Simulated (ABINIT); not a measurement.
# A GW run on GaN (F-43m) in ABINIT, with inputs changed

What do changed inputs do to GW on GaN (F-43m)?

Calculated with ABINIT 10.8.3; PBE and many-body steps on it, plane waves.

**1. Starting point**

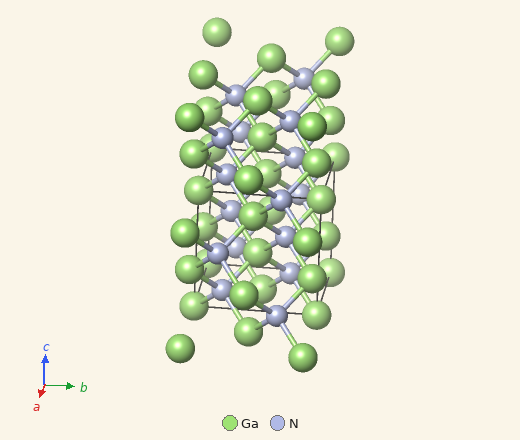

Start, viewed slightly off an axis; gallium green, nitrogen light blue. 2×1×2 cells are drawn. This picture shows the conventional cell, with its axes. Bonds to atoms that aren't drawn are left out. Some periodic images of atoms are drawn too.

The cell and positions are those that the Materials Project relaxed with its own functionals (PBE, PBE+U or r2SCAN), kept fixed. This is not the form that GaN usually takes at ambient conditions.

**2. Screening, 6×6×6 mesh, 202 bands, screening to 304.8 eV**

This step: ABINIT 10.8.3; RPA screening on PBE, plane waves, norm-conserving pseudopotentials.

The RPA dielectric matrix is built and inverted for each q.

Contents of run.abi:

```
acell 3*1.0 Angstrom
rprim 
  0.000000000000 2.253500607500 2.253500607500
  2.253500607500 0.000000000000 2.253500607500
  2.253500607500 2.253500607500 0.000000000000
ntypat 2
znucl 31 7
natom 2
typat 1 2
xred 
  0.000000000000 0.000000000000 0.000000000000
  0.750000000000 0.750000000000 0.750000000000
pp_dirpath "pseudos"
pseudos "Ga.upf, N.upf"
ecut 36
ngkpt 6 6 6
nshiftk 1
shiftk 0 0 0
kptopt 1
chksymbreak 0
istwfk *1
occopt 1
irdwfk 1
optdriver 3
nband 202
ecuteps 11.2
inclvkb 2
awtr 1
symchi 1
indata_prefix "in"
outdata_prefix "out"
tmpdata_prefix "tmp"
```

The run is started by

```bash
$ OMP_NUM_THREADS=1 mpirun -n 4 abinit run.abi > log
```

The log of the run:

```text
.Version 10.8.3 of ABINIT. v10.8.2 released Aug 2026.

 Symmetries : space group F-4 3 m (#216); Bravais cF (face-center cubic)
[... echo of the input left out ...]
== DATASET  1 ==================================================================
-   mpi_nproc: 4, omp_nthreads: 1 (-1 if OMP is not activated)

--- !DatasetInfo
iteration_state: {dtset: 1, }
dimensions: {natom: 2, nkpt: 16, mband: 202, nsppol: 1, nspinor: 1, nspden: 1, mpw: 1639, }
cutoff_energies: {ecut:  36.0, pawecutdg:  -1.0, }
electrons: {nelect:   1.80000000E+01, charge:   0.00000000E+00, occopt:   1.00000000E+00, tsmear:   1.00000000E-02, }

 SCREENING: Calculation of the susceptibility and dielectric matrices

 Based on a program developped by R.W. Godby, V. Olevano, G. Onida, and L. Reining.
 Incorporated in ABINIT by V. Olevano, G.-M. Rignanese, and M. Torrent.
.Using double precision arithmetic ; gwpc =  8

[... cell and pseudopotentials left out ...]
--------------------------------------------------------------------------------

 ==== K-mesh for the wavefunctions ====
 Number of points in the irreducible wedge :    16
[... list of points left out ...]
 Together with 24 symmetry operations and time-reversal symmetry
 yields   216 points in the full Brillouin Zone.

 ==== Q-mesh for the screening function ====
 Number of points in the irreducible wedge :    16
[... list of points left out ...]
 Together with 24 symmetry operations and time-reversal symmetry
 yields   216 points in the full Brillouin Zone.

 setmesh: FFT mesh size selected  =    25x   25x   25
          total number of points  =        15625

 vcoul_init : cutoff-mode = AUXILIARY_FUNCTION
 q-points for optical limit:   1
     1)      0.000010    0.000020    0.000030

- screening: taking advantage of time-reversal symmetry
- Maximum band index for partially occupied states nbvw = 9
- Remaining bands to be divided among processors   nbcw = 193
- Number of bands treated by each node ~48

 Number of electrons calculated from density =   18.0000; Expected =   18.0000
 average of density, n =  0.116539
 r_s =    1.2700
 omega_plasma =   32.9300 [eV]

 calculating chi0 at frequencies [eV] :
  1    0.000000E+00    0.000000E+00
  2    0.000000E+00    3.293002E+01

--------------------------------------------------------------------------------
  q-point number  1        q = ( 0.000000, 0.000000, 0.000000) [r.l.u.]
--------------------------------------------------------------------------------
[... chi0 elements left out ...]
 For q-point:  0.000010 0.000020 0.000030
  dielectric constant =   6.3907
  dielectric constant without local fields =   6.8924

  Average fulfillment of the sum rule on Im[epsilon] for q-point    1 :    113.91  [%]
[... wings left out ...]
  q-point number  2        q = ( 0.166667, 0.000000, 0.000000) [r.l.u.]
--------------------------------------------------------------------------------
[... chi0 elements left out ...]
  Average fulfillment of the sum rule on Im[epsilon] for q-point    2 :    146.27  [%]

 [... 14 further q-points ...]
```

Wall time 89 s (4 MPI ranks of AMD EPYC 9R45, shared host); peak memory 1.4 GiB.

Numbers from this step:

```yaml
eps_infinity_with_local_fields_on_this_mesh_along_the_program_s_q_direction: 6.391
the_same_without_local_fields: 6.892
plasma_frequency: 32.93 eV
plane_waves_in_the_screening_matrix: 283
```

Local fields lower ε∞ by 7 %.

**3. Base**

The self-energy is evaluated for the states that the input lists, and the levels follow from it, in one-shot runs by the linearised quasiparticle equation.

This step: G0W0 on PBE, plane waves, norm-conserving pseudopotentials.

Edit run.abi of step 2 so:

```diff
@@ -23,8 +23,15 @@
 irdwfk 1
-optdriver 3
+optdriver 4
 nband 202
+gwcalctyp 0
+ecutsigx 36
+symsigma 1
+nkptgw 1
+kptgw 
+  0.0000000000 0.0000000000 0.0000000000
+bdgw 
+  7 13
 ecuteps 11.2
-inclvkb 2
-awtr 1
-symchi 1
+irdscr 1
+ppmodel 1
 indata_prefix "in"
```

The log of the run:

```text
.Version 10.8.3 of ABINIT. v10.8.2 released Aug 2026.

 Symmetries : space group F-4 3 m (#216); Bravais cF (face-center cubic)
[... echo of the input left out ...]
== DATASET  1 ==================================================================
-   mpi_nproc: 4, omp_nthreads: 1 (-1 if OMP is not activated)

--- !DatasetInfo
iteration_state: {dtset: 1, }
dimensions: {natom: 2, nkpt: 16, mband: 202, nsppol: 1, nspinor: 1, nspden: 1, mpw: 1639, }
cutoff_energies: {ecut:  36.0, pawecutdg:  -1.0, }
electrons: {nelect:   1.80000000E+01, charge:   0.00000000E+00, occopt:   1.00000000E+00, tsmear:   1.00000000E-02, }

 SIGMA: Calculation of the GW corrections

 Based on a program developped by R.W. Godby, V. Olevano, G. Onida, and L. Reining.
 Incorporated in ABINIT by V. Olevano, G.-M. Rignanese, and M. Torrent.
.Using double precision arithmetic ; gwpc =  8

[... cell and pseudopotentials left out ...]
--------------------------------------------------------------------------------

 ==== K-mesh for the wavefunctions ====
 Number of points in the irreducible wedge :    16
[... list of points left out ...]
 Together with 24 symmetry operations and time-reversal symmetry
 yields   216 points in the full Brillouin Zone.

 ==== Q-mesh for screening function ====
 Number of points in the irreducible wedge :    16
[... list of points left out ...]
 Together with 24 symmetry operations and time-reversal symmetry
 yields   216 points in the full Brillouin Zone.

 vcoul_init : cutoff-mode = AUXILIARY_FUNCTION
 q-points for optical limit:   1
     1)      0.000010    0.000020    0.000030
 setmesh: FFT mesh size selected  =    36x   36x   36
          total number of points  =        46656

 Number of electrons calculated from density =   18.0000; Expected =   18.0000
 average of density, n =  0.116539
 r_s =    1.2700
 omega_plasma =   32.9300 [eV]

 === KS Band Gaps ===
  >>>> For spin  1
   Minimum direct gap =   1.7587 [eV], located at k-point      :   0.0000  0.0000  0.0000
   Fundamental gap    =   1.7587 [eV], Top of valence bands at :   0.0000  0.0000  0.0000
                                       Bottom of conduction at :   0.0000  0.0000  0.0000
 SIGMA fundamental parameters:
 PLASMON POLE MODEL  1
 number of plane-waves for SigmaX                 1639
 number of plane-waves for SigmaC and W            283
 number of plane-waves for wavefunctions          1639
 number of bands                                   202
 number of independent spin polarizations            1
 number of spinorial components                      1
 number of k-points in IBZ                          16
 number of q-points in IBZ                          16
 number of symmetry operations                      24
 number of k-points in BZ                          216
 number of q-points in BZ                          216
 number of frequencies for dSigma/dE                 9
 frequency step for dSigma/dE [eV]                0.25
 number of omega for Sigma on real axis              0
 max omega for Sigma on real axis  [eV]           0.00
 zcut for avoiding poles [eV]                     0.10

 EPSILON^-1 parameters (SCR file):
 dimension of the eps^-1 matrix on file            283
 dimension of the eps^-1 matrix used               283
 number of plane-waves for wavefunctions          1639
 number of bands                                   202
 number of q-points in IBZ                          16
 number of frequencies                               2
 number of real frequencies                          1
 number of imag frequencies                          1

 matrix elements of self-energy operator (all in [eV])

 Perturbative Calculation

--- !SelfEnergy_ee
iteration_state: {dtset: 1, }
kpoint     : [   0.000,    0.000,    0.000, ]
spin       : 1
KS_gap     :    1.759
QP_gap     :    2.164
Delta_QP_KS:    0.405
data: !SigmaeeData |
     Band     E0 <VxcDFT>   SigX SigC(E0)      Z dSigC/dE  Sig(E)    E-E0       E
        7   5.322 -18.356 -21.281   2.447   0.795  -0.258 -18.737  -0.381   4.941
        8   5.322 -18.356 -21.281   2.447   0.795  -0.258 -18.737  -0.381   4.941
        9   5.322 -18.356 -21.281   2.447   0.795  -0.258 -18.737  -0.381   4.941
       10   7.081 -13.893  -9.985  -3.878   0.820  -0.220 -13.869   0.024   7.105
       11  15.678 -12.135  -7.192  -4.972   0.838  -0.193 -12.159  -0.024  15.654
       12  15.678 -12.135  -7.192  -4.972   0.838  -0.193 -12.159  -0.024  15.654
       13  15.678 -12.135  -7.192  -4.972   0.838  -0.193 -12.159  -0.024  15.654

== END DATASET(S) ==============================================================
================================================================================

 -outvars: echo values of variables after computation  --------
           etotal      0.0000000000E+00
            nband         202
             nkpt          16
          spgroup         216
 [... the other variables as echoed above ...]

 Calculation completed.
```

Run time: 16 s. Hardware: 4 MPI ranks; peak memory 1.5 GiB; 62 s of CPU time.

Numbers from this step:

| Item | Value |
| --- | --- |
| G0W0 gap on the points computed | 2.164 eV |
| starting gap on the mesh | 1.759 eV |
| k of the valence top | 0, 0, 0 |
| k of the conduction bottom | 0, 0, 0 |
| Z at the valence top | 0.795 |
| Z at the conduction bottom | 0.82 |
| least direct G0W0 gap on the computed points | 2.164 eV |

The gap on the mesh goes from 1.76 eV to 2.16 eV, a correction of +0.41 eV.

**4. Coulomb singularity**

Edit run.abi of step 3 so:

```diff
@@ -36,2 +36,3 @@
 ppmodel 1
+gw_icutcoul 3
 indata_prefix "in"
```

The log of the run:

```text
.Version 10.8.3 of ABINIT. v10.8.2 released Aug 2026.

 Symmetries : space group F-4 3 m (#216); Bravais cF (face-center cubic)
[... echo of the input left out ...]
== DATASET  1 ==================================================================
-   mpi_nproc: 4, omp_nthreads: 1 (-1 if OMP is not activated)

--- !DatasetInfo
iteration_state: {dtset: 1, }
dimensions: {natom: 2, nkpt: 16, mband: 202, nsppol: 1, nspinor: 1, nspden: 1, mpw: 1639, }
cutoff_energies: {ecut:  36.0, pawecutdg:  -1.0, }
electrons: {nelect:   1.80000000E+01, charge:   0.00000000E+00, occopt:   1.00000000E+00, tsmear:   1.00000000E-02, }

 SIGMA: Calculation of the GW corrections

 Based on a program developped by R.W. Godby, V. Olevano, G. Onida, and L. Reining.
 Incorporated in ABINIT by V. Olevano, G.-M. Rignanese, and M. Torrent.
.Using double precision arithmetic ; gwpc =  8

[... cell and pseudopotentials left out ...]
--------------------------------------------------------------------------------

 ==== K-mesh for the wavefunctions ====
 Number of points in the irreducible wedge :    16
[... list of points left out ...]
 Together with 24 symmetry operations and time-reversal symmetry
 yields   216 points in the full Brillouin Zone.

 ==== Q-mesh for screening function ====
 Number of points in the irreducible wedge :    16
[... list of points left out ...]
 Together with 24 symmetry operations and time-reversal symmetry
 yields   216 points in the full Brillouin Zone.

 vcoul_init : cutoff-mode = CRYSTAL
 q-points for optical limit:   1
     1)      0.000010    0.000020    0.000030
 setmesh: FFT mesh size selected  =    36x   36x   36
          total number of points  =        46656

 Number of electrons calculated from density =   18.0000; Expected =   18.0000
[...]
number of q-points in BZ                          216
 number of frequencies for dSigma/dE                 9
 frequency step for dSigma/dE [eV]                0.25
 number of omega for Sigma on real axis              0
 max omega for Sigma on real axis  [eV]           0.00
 zcut for avoiding poles [eV]                     0.10

 EPSILON^-1 parameters (SCR file):
 dimension of the eps^-1 matrix on file            283
 dimension of the eps^-1 matrix used               283
 number of plane-waves for wavefunctions          1639
 number of bands                                   202
 number of q-points in IBZ                          16
 number of frequencies                               2
 number of real frequencies                          1
 number of imag frequencies                          1

 matrix elements of self-energy operator (all in [eV])

 Perturbative Calculation

--- !SelfEnergy_ee
iteration_state: {dtset: 1, }
kpoint     : [   0.000,    0.000,    0.000, ]
spin       : 1
KS_gap     :    1.759
QP_gap     :    2.120
Delta_QP_KS:    0.361
data: !SigmaeeData |
     Band     E0 <VxcDFT>   SigX SigC(E0)      Z dSigC/dE  Sig(E)    E-E0       E
        7   5.322 -18.356 -20.877   2.276   0.800  -0.251 -18.552  -0.196   5.126
        8   5.322 -18.356 -20.877   2.276   0.800  -0.251 -18.552  -0.196   5.126
        9   5.322 -18.356 -20.877   2.276   0.800  -0.251 -18.552  -0.196   5.126
       10   7.081 -13.893  -9.985  -3.707   0.824  -0.213 -13.728   0.165   7.246
       11  15.678 -12.135  -7.192  -4.801   0.843  -0.186 -12.015   0.120  15.798
       12  15.678 -12.135  -7.192  -4.801   0.843  -0.186 -12.015   0.120  15.798
       13  15.678 -12.135  -7.192  -4.801   0.843  -0.186 -12.015   0.120  15.798

== END DATASET(S) ==============================================================
================================================================================

 -outvars: echo values of variables after computation  --------
           etotal      0.0000000000E+00
            nband         202
             nkpt          16
          spgroup         216
 [... the other variables as echoed above ...]

 Calculation completed.
```

Elapsed: 16 s, on 4 MPI ranks; peak memory 1.5 GiB.

This step gave:

```
G0W0 gap on the points computed              : 2.12 eV
starting gap on the mesh                     : 1.759 eV
k of the valence top                         : 0, 0, 0
k of the conduction bottom                   : 0, 0, 0
Z at the valence top                         : 0.8
Z at the conduction bottom                   : 0.824
least direct G0W0 gap on the computed points : 2.12 eV
```

Against G0W0 in ABINIT (6×6×6 mesh, 202 bands, screening to 304.8 eV, Godby-Needs plasmon pole), the gap moves by −0.044 eV.

**5. Side by side**

Times are wall times on 4 MPI ranks of AMD EPYC 9R45, shared host, good to a factor of about two. A run's time includes the screening step that it read.

| run | mesh | bands | screening cutoff (eV) | DFT gap (eV) | gap on the mesh (eV) | direct (eV) | ε∞ used | time |
| --- | --- | --- | --- | --- | --- | --- | --- | --- |
| base | 6×6×6 | 202 | 304.8 | 1.759 | 2.164 | 2.164 | 6.39 | 1.8 min |
| Coulomb singularity | 6×6×6 | 202 | 304.8 | 1.759 | 2.120 | 2.120 | 6.39 | 1.8 min |

**6. What came out**

```yaml
base: 2.164 eV
coulomb_singularity: 2.120 eV
known_limits: not at the basis limit; exchange with frozen shells missing; no spin-orbit coupling
```

What this shows: Coulomb singularity: −0.044 eV against base (keys changed: gw_icutcoul). Bands and cutoff are finite, so the gap is not at the basis limit. The miss can reach some tenths of an eV and take either sign; the mesh is an error of its own. In the G0W0 runs levels were corrected at 1 k point alone, so a gap called «on the mesh» is the least over those, and an edge elsewhere would be missed. The norm-conserving file of at least one element keeps a d shell over frozen s and p shells of the same row. Exchange with those shells is missing from the self-energy, an error of 0.3 to 0.9 eV in cases checked, whose sign depends on which edge lies on those atoms. The many-body steps are scalar-relativistic: spin-orbit coupling is not in them.

[Paths, hosts, dates, memory and timing lines, banners, echoed tables and standing remarks are left out of the program output.]

[Logs are printed without paths, hosts, clocks, repeated set-up lines and the standing remarks that a program may print on its own settings, such as how far it seeks lower states.]

[Runs of the session that timed out or met a known fault of the program may be left out.]

[Hosts, paths, dates, database ids (printed as entryN), source tags and the programs' standing remarks are cut or masked in the printed files.]

[G0W0 gaps are taken among the corrected bands and points alone; a level outside them can change the order at an edge.]

[Where Ansatz stands beside ABINIT at settings called matched, ABINIT's density can come from a denser mesh and the files from another edition; pairs whose starting gaps differed by over 0.03 eV were left out, so agreement reads better than it is.]
